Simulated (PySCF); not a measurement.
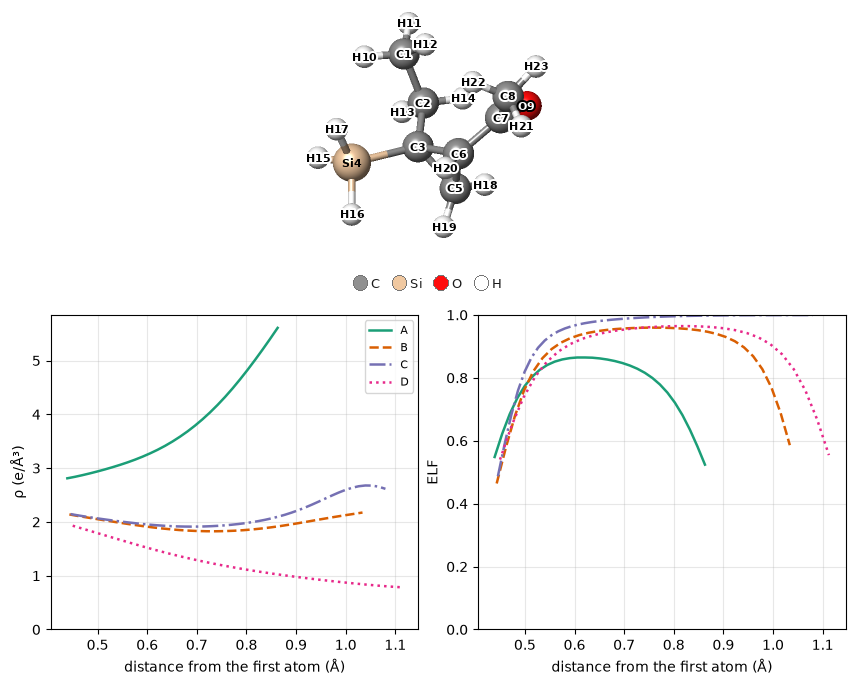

Figure. C7H14OSi. Electron density and electron localisation function along straight lines between neighbouring atoms. The curves leave out the atomic cores. The structure is drawn too.

Geometry: GFN2-xTB.

Level of theory: PBE0/pcSseg-1, SCF density, gas phase, non-relativistic in PySCF 2.14.0.

| atom | x (Å) | y (Å) | z (Å) |
| --- | --- | --- | --- |
| C | -1.6929 | 0.1636 | -1.4082 |
| C | -1.1417 | -0.9966 | -0.5879 |
| C | -0.4441 | -0.5299 | 0.6718 |
| Si | -1.4986 | 0.4324 | 1.9162 |
| C | 0.6681 | -1.3741 | 1.1965 |
| C | 1.0091 | -0.0526 | 0.5618 |
| C | 1.6834 | -0.0234 | -0.7518 |
| C | 2.3277 | 1.3041 | -1.0840 |
| O | 1.7268 | -0.9690 | -1.5070 |
| H | -2.4186 | 0.7364 | -0.8335 |
| H | -2.1797 | -0.2066 | -2.3076 |
| H | -0.8854 | 0.8286 | -1.7083 |
| H | -1.9612 | -1.6626 | -0.3032 |
| H | -0.4475 | -1.5697 | -1.2058 |
| H | -2.8223 | -0.1851 | 1.9822 |
| H | -0.8392 | 0.3744 | 3.2231 |
| H | -1.6015 | 1.8357 | 1.5063 |
| H | 0.9390 | -2.2549 | 0.6313 |
| H | 0.8162 | -1.4701 | 2.2620 |
| H | 1.2884 | 0.7612 | 1.2213 |
| H | 3.1741 | 1.4672 | -0.4190 |
| H | 1.6173 | 2.1140 | -0.9335 |
| H | 2.6780 | 1.3040 | -2.1128 |

> Which curve belongs to which contact (C–C, C–H, C–O and C–Si)? The first atom named is at distance zero.

Curve A: C–O (1.21 Å): ρ is about 3.3 e/Å³ halfway; the ELF peaks at about 0.85 between the atoms: a multiple bond. Curve B: C–C (1.48 Å): the density is about 1.8 e/Å³ at the midpoint; the ELF peaks at about 0.95 between the atoms: localised, covalent bonding. Curve C: C–H (1.08 Å): ρ at the midpoint is about 2 e/Å³; the ELF climbs to about 1 towards the hydrogen, as it does in any bond to H: a covalent bond by its length. Curve D: C–Si (1.89 Å): the density is about 0.93 e/Å³ at the midpoint; the ELF peaks at about 0.95 between the atoms; a covalent bond.
